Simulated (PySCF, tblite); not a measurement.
# C₆H₈ClSi radical: geometry, infrared bands and EPR parameters

Aim: predict the infrared bands and EPR parameters of C₆H₈ClSi radical (`[CH]=C=C=C[C@@H](Cl)[SiH2]C`).

Computed with tblite 0.8.0 and PySCF 2.14.0, with density-fitted response routines of our own, on a single molecule in the gas phase. Atoms count from 0, in the outputs and in this text.

## Step 1: Starting geometry

16 atoms, charge 0, multiplicity 2; geometry from: force field or distance geometry start.

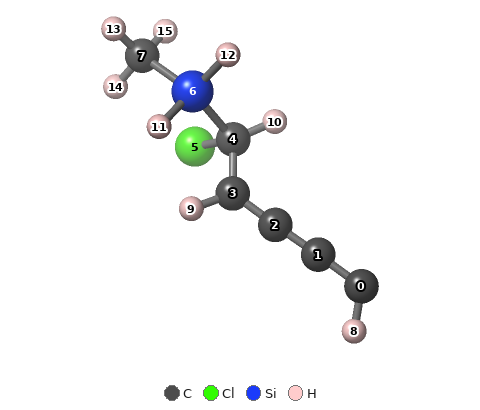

As it starts; carbon dark grey, chlorine green, silicon blue, hydrogen pink, atoms numbered.

## Step 2: Geometry optimisation with GFN2-xTB

What the job is given:

```
{"job": {"kind": "relax", "xc": "GFN2-xTB", "basis": "xTB"}, "charge": 0, "multiplicity": 2}
C      4.479400     1.562400    -0.448600
C      3.319200     1.041000    -0.119300
C      2.204500     0.526900     0.231300
C      1.056800     0.012700     0.551900
C     -0.030400    -0.318300    -0.375500
Cl    -0.222800    -2.101500    -0.351600
Si    -1.594300     0.412500     0.376900
C     -2.863000    -0.932700     0.361100
H      5.341300     1.253500     0.159700
H      0.870400    -0.224300     1.625500
H      0.090500     0.081600    -1.397100
H     -1.306600     0.673100     1.806200
H     -2.002100     1.624900    -0.295100
H     -3.803800    -0.610200     0.870800
H     -2.490400    -1.784900     0.943400
H     -3.056400    -1.207800    -0.683500
```

Run with:

```
$ OMP_NUM_THREADS=1 python probes_run.py task.json out
```

One launch serves the whole session: the jobs run in the order shown.

What it wrote:

```text
step      E/eV     max force
  0    -625.48754    3.589
  1    -625.67305    4.132
  2    -625.82757    1.240
  3    -625.91932    1.377
  4    -626.06886    1.989
  5    -626.16673    1.195
  6    -626.22708    0.626
  7    -626.26577    0.512
  8    -626.29534    0.519
  9    -626.33099    0.613
 10    -626.36532    0.668
 11    -626.39279    0.448
 12    -626.40835    0.361
 13    -626.41763    0.351
 14    -626.42588    0.552
 15    -626.43382    0.271
 16    -626.44250    0.169
 17    -626.44691    0.229
 18    -626.45444    0.272
 19    -626.45897    0.213
 20    -626.46260    0.124
 21    -626.46463    0.113
 22    -626.46632    0.117
 23    -626.46806    0.124
 24    -626.47003    0.143
 25    -626.47181    0.123
 26    -626.47323    0.089
 27    -626.47454    0.108
 28    -626.47587    0.097
 29    -626.47696    0.088
 30    -626.47774    0.055
 31    -626.47834    0.062
 32    -626.47891    0.075
 33    -626.47949    0.075
 34    -626.48002    0.056
 35    -626.48053    0.047
 36    -626.48113    0.063
 37    -626.48181    0.072
 38    -626.48238    0.053
 39    -626.48274    0.038
 40    -626.48302    0.043
 41    -626.48337    0.070
 42    -626.48387    0.082
 43    -626.48452    0.078
 44    -626.48523    0.073
 45    -626.48603    0.092
 46    -626.48708    0.114
 47    -626.48856    0.145
 48    -626.49035    0.167
 49    -626.49196    0.162
 50    -626.49321    0.083
 51    -626.49434    0.094
 52    -626.49552    0.165
 53    -626.49683    0.106
 54    -626.49850    0.199
 55    -626.50011    0.200
 56    -626.50074    0.282
 57    -626.50294    0.189
 58    -626.50447    0.094
 59    -626.50647    0.139
 60    -626.50853    0.145
 61    -626.50953    0.142
 62    -626.51078    0.142
 63    -626.51145    0.140
 64    -626.51231    0.092
 65    -626.51305    0.176
 66    -626.51354    0.084
 67    -626.51399    0.074
 68    -626.51459    0.049
 69    -626.51503    0.052
 70    -626.51581    0.063
 71    -626.51652    0.065
 72    -626.51715    0.052
 73    -626.51758    0.047
 74    -626.51797    0.068
 75    -626.51849    0.079
 76    -626.51913    0.091
 77    -626.51969    0.049
 78    -626.52005    0.036
 79    -626.52028    0.027
 80    -626.52046    0.040
 81    -626.52060    0.040
 82    -626.52077    0.032
 83    -626.52089    0.023
 84    -626.52098    0.026
 85    -626.52108    0.033
 86    -626.52124    0.037
 87    -626.52148    0.048
 88    -626.52177    0.043
 89    -626.52201    0.029
 90    -626.52220    0.036
 91    -626.52244    0.047
 92    -626.52296    0.064
 93    -626.52399    0.093
 94    -626.52556    0.100
 95    -626.52716    0.090
 96    -626.52868    0.186
 97    -626.52948    0.203
 98    -626.53143    0.102
 99    -626.53418    0.258
100    -626.53872    0.359
101    -626.54351    0.318
102    -626.54591    0.234
103    -626.54818    0.108
104    -626.54988    0.107
105    -626.55208    0.152
106    -626.55433    0.147
107    -626.55709    0.200
108    -626.55949    0.096
109    -626.56086    0.130
110    -626.56282    0.135
111    -626.56480    0.118
112    -626.56629    0.075
113    -626.56698    0.059
114    -626.56729    0.051
115    -626.56762    0.062
116    -626.56788    0.068
117    -626.56812    0.057
118    -626.56823    0.067
119    -626.56840    0.044
120    -626.56858    0.034
121    -626.56871    0.031
122    -626.56886    0.042
123    -626.56904    0.052
124    -626.56927    0.049
125    -626.56949    0.043
126    -626.56966    0.037
127    -626.56983    0.035
128    -626.57006    0.038
129    -626.57046    0.048
130    -626.57097    0.055
131    -626.57138    0.056
132    -626.57159    0.035
133    -626.57170    0.048
134    -626.57180    0.028
135    -626.57201    0.032
136    -626.57218    0.038
137    -626.57240    0.039
138    -626.57257    0.052
139    -626.57274    0.033
140    -626.57291    0.043
141    -626.57309    0.033
142    -626.57328    0.041
143    -626.57347    0.038
144    -626.57368    0.042
145    -626.57392    0.052
146    -626.57422    0.086
147    -626.57459    0.056
148    -626.57510    0.062
149    -626.57582    0.060
150    -626.57667    0.101
151    -626.57745    0.070
152    -626.57800    0.098
153    -626.57832    0.052
154    -626.57857    0.038
155    -626.57886    0.047
156    -626.57906    0.062
157    -626.57961    0.058
158    -626.58016    0.069
159    -626.58088    0.119
160    -626.58133    0.098
161    -626.58207    0.095
162    -626.58247    0.044
163    -626.58265    0.073
164    -626.58286    0.038
165    -626.58304    0.030
166    -626.58321    0.041
167    -626.58340    0.046
168    -626.58365    0.044
169    -626.58399    0.044
170    -626.58437    0.031
171    -626.58469    0.038
172    -626.58496    0.033
173    -626.58522    0.046
174    -626.58547    0.050
175    -626.58572    0.040
176    -626.58592    0.025
177    -626.58605    0.025
178    -626.58613    0.023
179    -626.58619    0.022
180    -626.58624    0.022
181    -626.58628    0.017
182    -626.58632    0.020
183    -626.58635    0.019
184    -626.58639    0.020
185    -626.58643    0.018
186    -626.58648    0.013
187    -626.58651    0.011
188    -626.58653    0.012
189    -626.58654    0.010
190    -626.58655    0.005
```

It took 1.6 s on 1 thread of Arm Neoverse V1, shared host.

Along the way: (not every step is listed)

| step | energy from step 0 (eV) | largest force (eV/Å) |
| --- | --- | --- |
| 0 | 0.0000 | 3.5890 |
| 1 | -0.1855 | 4.1321 |
| 2 | -0.3400 | 1.2399 |
| 3 | -0.4318 | 1.3769 |
| 4 | -0.5813 | 1.9891 |
| 5 | -0.6792 | 1.1945 |
| 6 | -0.7395 | 0.6258 |
| 7 | -0.7782 | 0.5122 |
| 8 | -0.8078 | 0.5194 |
| 25 | -0.9843 | 0.1229 |
| 42 | -0.9963 | 0.0816 |
| 59 | -1.0189 | 0.1390 |
| 76 | -1.0316 | 0.0913 |
| 93 | -1.0365 | 0.0931 |
| 110 | -1.0753 | 0.1352 |
| 127 | -1.0823 | 0.0350 |
| 144 | -1.0861 | 0.0422 |
| 161 | -1.0945 | 0.0948 |
| 178 | -1.0986 | 0.0226 |
| 185 | -1.0989 | 0.0180 |
| 186 | -1.0989 | 0.0130 |
| 187 | -1.0990 | 0.0109 |
| 188 | -1.0990 | 0.0122 |
| 189 | -1.0990 | 0.0105 |
| 190 | -1.0990 | 0.0055 |

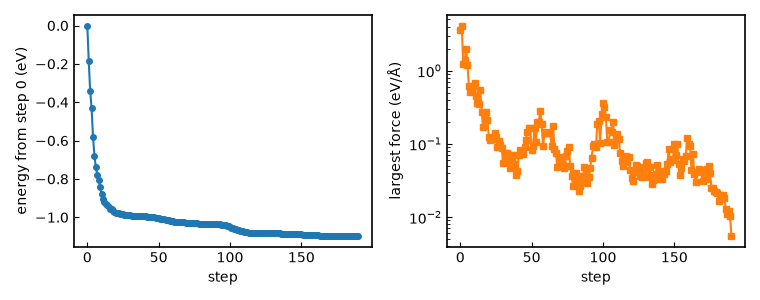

Energy and force, step by step.

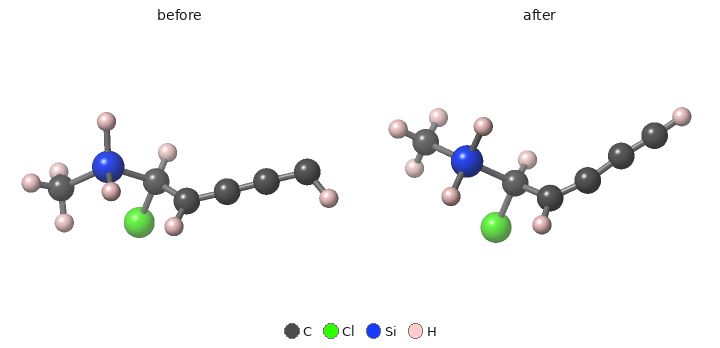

Before and after, at one scale.

Close pairs (by a distance rule), those that changed most:

| bond | before (Å) | after (Å) | change (Å) |
| --- | --- | --- | --- |
| C0–C1 | 1.314 | 1.227 | -0.087 |
| C0–H8 | 1.099 | 1.048 | -0.052 |
| Si6–C7 | 1.849 | 1.893 | +0.044 |
| C4–Si6 | 1.883 | 1.926 | +0.043 |
| C1–C2 | 1.277 | 1.315 | +0.039 |
| C7–H13 | 1.118 | 1.085 | -0.032 |
| C3–H9 | 1.115 | 1.084 | -0.031 |
| C3–C4 | 1.467 | 1.494 | +0.027 |

The next job starts from the end point, and lists it.

## Step 3: Harmonic vibrations with GFN2-xTB

What the job is given:

```
{"job": {"kind": "ir", "xc": "GFN2-xTB", "basis": "xTB"}, "charge": 0, "multiplicity": 2}
C      3.982881     1.647300    -0.870358
C      3.131907     1.039102    -0.229665
C      2.308213     0.398314     0.570836
C      1.307721    -0.261610     1.074215
C      0.127382    -0.706491     0.274486
Cl    -0.107086    -2.482341     0.492755
Si    -1.500263     0.148085     0.849698
C     -2.908417    -0.461000    -0.259161
H      4.659047     2.154954    -1.488969
H      1.271986    -0.519053     2.126308
H      0.317345    -0.560839    -0.789629
H     -1.710607    -0.221824     2.250672
H     -1.280793     1.592978     0.717195
H     -3.845075     0.014331     0.013870
H     -3.043876    -1.535173    -0.170541
H     -2.717964    -0.237789    -1.305638
```

What it wrote:

```text
mode    cm-1     km/mol
  1      28.5      0.08
  2      40.7      0.12
  3      63.6      0.13
  4     112.2      0.35
  5     117.6      0.34
  6     172.1      0.50
  7     186.9      4.89
  8     253.5      3.81
  9     263.9      6.86
 10     288.2      2.66
 11     373.2      8.50
 12     411.2      2.12
 13     451.6     23.33
 14     457.2     33.84
 15     564.2      0.55
 16     610.7     26.56
 17     666.7    147.07
 18     689.3     30.37
 19     704.6     19.87
 20     756.9     73.35
 21     773.7    166.71
 22     789.7     21.16
 23     825.7     83.06
 24     841.5    251.95
 25     916.5     10.02
 26    1074.1     21.41
 27    1128.3     24.70
 28    1167.0      7.32
 29    1276.7      5.72
 30    1367.3     18.50
 31    1472.0      0.62
 32    1478.1      1.34
 33    1830.9      6.89
 34    2064.5      1.08
 35    2235.3    359.29
 36    2263.5    201.42
 37    2953.7     11.82
 38    3002.0     15.03
 39    3032.7     17.40
 40    3040.4     19.32
 41    3051.4     22.15
 42    3400.3     16.42
```

Wall time 0.68 s (1 thread of Arm Neoverse V1, shared host).

Which atoms move in the most intense modes:

| cm⁻¹ | km/mol | atoms |
| --- | --- | --- |
| 457 | 33.8 | H8 29 %, H12 19 %, H11 19 %, C2 11 % |
| 667 | 147.1 | H12 25 %, H11 20 %, C4 12 %, H13 11 % |
| 757 | 73.3 | H12 32 %, H11 30 %, C7 18 % |
| 774 | 166.7 | Si6 29 %, C7 23 %, H11 14 %, H12 14 % |
| 826 | 83.1 | H14 37 %, H15 31 %, C7 17 % |
| 842 | 251.9 | H13 39 %, C7 15 %, H15 14 %, Si6 10 % |
| 2235 | 359.3 | H12 95 % |
| 2264 | 201.4 | H11 95 % |

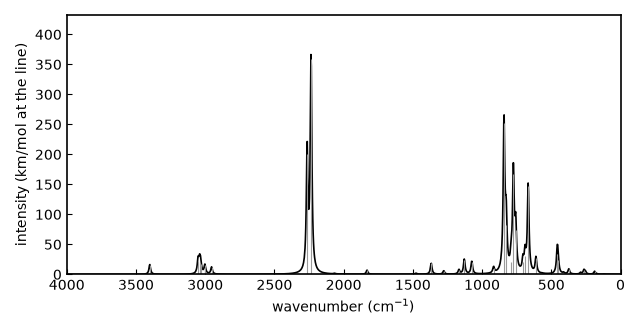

The infrared spectrum from these modes, unscaled. Lines are broadened to a width of 14 cm⁻¹ (Lorentzian).

## Step 4: g tensor and hyperfine couplings: B3LYP/pcH-1

The job, as its differences from that of step 3:

```diff
@@ -1,2 +1,2 @@
-{"job": {"kind": "ir", "xc": "GFN2-xTB", "basis": "xTB"}, "charge": 0, "multiplicity": 2}
+{"job": {"kind": "epr", "basis": "pcH-1"}, "charge": 0, "multiplicity": 2}
 C      3.982881     1.647300    -0.870358
```

Level: UKS B3LYP, pcH-1 on C Cl H Si, non-relativistic, mean-field spin-orbit, GIAO.

What it wrote:

```text
UKS, coarse grid
  cycle   1  E = -982.98196688  |g| = 3.57e-01
  cycle   2  E = -982.97185347  |g| = 3.68e-01
  cycle   3  E = -983.03856045  |g| = 8.08e-02
  cycle   4  E = -983.04076742  |g| = 5.18e-02
  cycle   5  E = -983.04217565  |g| = 1.52e-02
  cycle   6  E = -983.04232178  |g| = 8.23e-03
  cycle   7  E = -983.04237666  |g| = 6.02e-03
  cycle   8  E = -983.04241612  |g| = 2.13e-03
  cycle   9  E = -983.04243130  |g| = 1.24e-03
  cycle  10  E = -983.04243437  |g| = 6.76e-04
UKS, final grid
  cycle   1  E = -983.04243199  |g| = 7.03e-04
  cycle   2  E = -983.04243222  |g| = 9.66e-04
  cycle   3  E = -983.04243273  |g| = 2.66e-04
  cycle   4  E = -983.04243285  |g| = 2.65e-04
  cycle   5  E = -983.04243306  |g| = 9.72e-05
  cycle   6  E = -983.04243306  |g| = 3.66e-05
  cycle   7  E = -983.04243307  |g| = 2.05e-05
E = -983.04243307 Eh   <S^2> = 0.7782 (exact 0.7500)
g shifts (ppm)      1          2          3
  rmc          -148       -148       -148
  gc             37         -2         11
  oz_so        -824        400        973
  total        -935        251        836
hyperfine (MHz)  atom isotope    a_iso     a_fc   dipolar eigenvalues
    0   13C      54.38      54.48    -51.27    -31.14     82.41
    1   13C     -66.87     -66.90    -22.11     -3.39     25.50
    2   13C      97.56      97.69    -64.32    -45.96    110.28
    3   13C     -39.69     -39.68    -16.63      5.34     11.29
    4   13C      75.91      75.89     -5.20     -4.79      9.99
    5  35Cl      -2.41      -2.40     -2.55     -0.27      2.82
    6  29Si       5.07       5.07     -0.57      0.18      0.39
    7   13C      -0.31      -0.31     -0.14     -0.08      0.22
    8    1H     -47.48     -47.48    -21.52     -2.81     24.34
    9    1H     102.31     102.32     -4.05     -3.51      7.56
   10    1H      -4.78      -4.78     -4.54     -0.83      5.37
   11    1H       0.11       0.11     -0.64     -0.49      1.14
   12    1H       0.08       0.08     -0.88     -0.76      1.64
   13    1H       0.76       0.76     -0.25     -0.23      0.48
   14    1H       0.02       0.02     -0.33     -0.32      0.65
   15    1H       0.18       0.18     -0.39     -0.36      0.75
```

It took 1.9 min on 1 thread of Arm Neoverse V1, shared host; peak memory 1 GiB.

Principal g values 2.00138, 2.00257, 2.00316; g(iso) = 2.00237, against 2.00232 for a free electron.

Mean a(iso) over the nuclei that a row names, and the largest dipolar term of the row (other rows stand at the frozen geometry):

| nuclei | isotope | a(iso) (MHz) | a(iso) (G, at g = 2.0023) | largest dipolar term (MHz) |
| --- | --- | --- | --- | --- |
| H9 | 1H | 102.3 | 36.5 | 7.6 |
| C2 | 13C | 97.6 | 34.8 | 110.3 |
| C4 | 13C | 75.9 | 27.1 | 10.0 |
| C1 | 13C | -66.9 | -23.9 | 25.5 |
| C0 | 13C | 54.4 | 19.4 | 82.4 |
| H8 | 1H | -47.5 | -16.9 | 24.3 |
| C3 | 13C | -39.7 | -14.2 | -16.6 |
| Si6 | 29Si | 5.1 | 1.8 | -0.6 |
| H10 | 1H | -4.8 | -1.7 | 5.4 |
| Cl5 | 35Cl | -2.4 | -0.9 | 2.8 |
| H13, H14, H15 | 1H | 0.3 | 0.1 | 0.8 |
| C7 | 13C | -0.3 | -0.1 | 0.2 |
| H11 | 1H | 0.1 | 0.0 | 1.1 |
| H12 | 1H | 0.1 | 0.0 | 1.6 |

Mulliken spin populations:

C0 0.62; C1 -0.27; C2 0.73; C3 -0.15; C4 0.05; Cl5 0.00; Si6 0.00; C7 0.00; H8 -0.03; H9 0.05; H10 0.00; H11 0.00; H12 0.00; H13 0.00; H14 0.00; H15 0.00

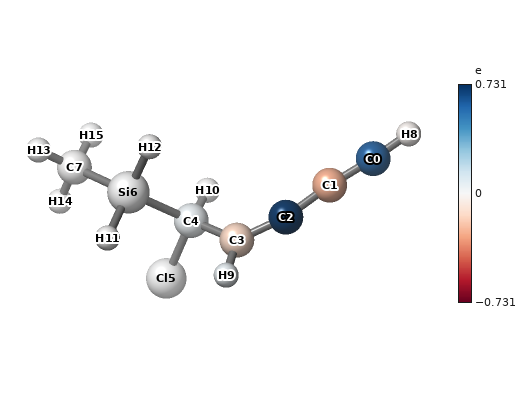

Mulliken spin populations, as colours on the atoms.

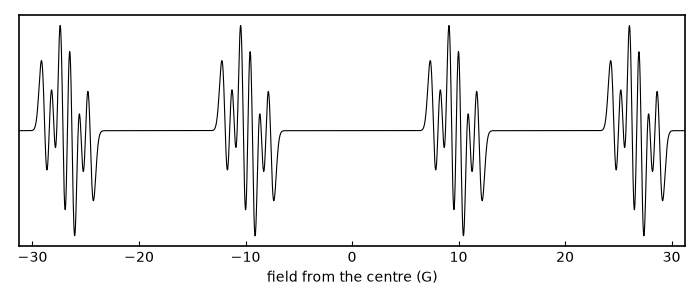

First-order isotropic spectrum (first derivative, main isotopes with spin only, couplings over 0.8 MHz, Gaussian width 0.3 G; couplings of the frozen geometry, rotation of groups not averaged beyond the rows shown).

Orbitals, density, ELF and potential are computed afterwards from the orbital file.

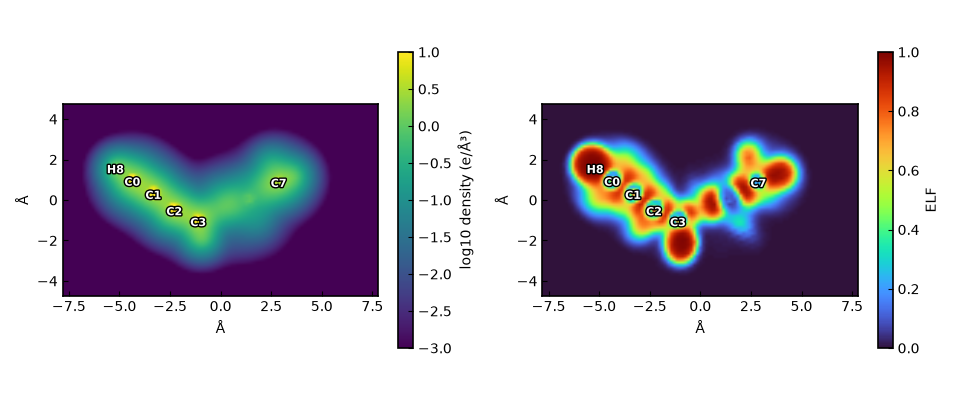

Density (left) and ELF (right) in a plane through or near 6 of the atoms.

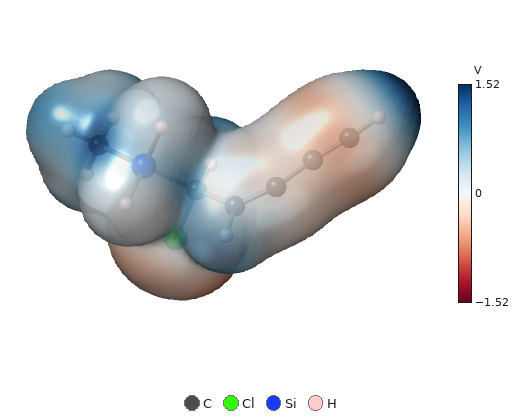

The potential that a unit positive charge feels on the 0.002 e/bohr³ surface, from -0.69 V near Cl5 to 1.52 V near H8.

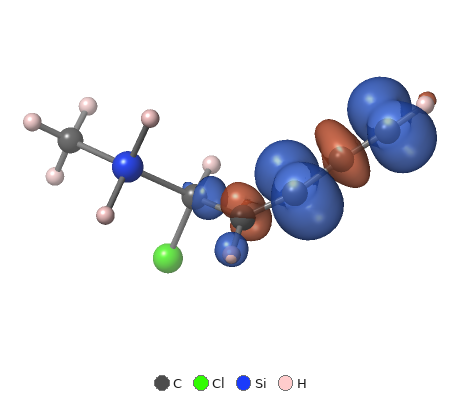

Spin density at ±0.03 e/Å³ (alpha excess blue, beta excess red).

## Step 5: Outcome

| quantity | value |
| --- | --- |
| strongest single infrared mode (GFN2-xTB) | 2235 cm⁻¹, 359 km/mol |
| zero-point energy (GFN2-xTB) | 67.5 kcal/mol |
| g(iso) (B3LYP) | 2.00237 |
| ⟨S²⟩ | 0.778 (exact 0.75) |
| largest a(iso) (averaged by class) | 1H on H9, 102.3 MHz |
| surface potential, least and greatest | -0.69 V and 1.52 V |

In words: The optimisation took 190 steps and gained 1.099 eV; among the close pairs (by a distance rule), C0–C1 changed most, from 1.314 to 1.227 Å. No mode is imaginary among the 42: a minimum at this level. The strongest single mode, at 2235 cm⁻¹, moves mainly H12. Unscaled tight-binding wavenumbers are off by several per cent, some by more. Its intensities can rank the bands wrongly. The largest spin populations lie on C2 (0.73 e), C0 (0.62 e). The isotropic g lies 0.1 ppt above the free-electron value.
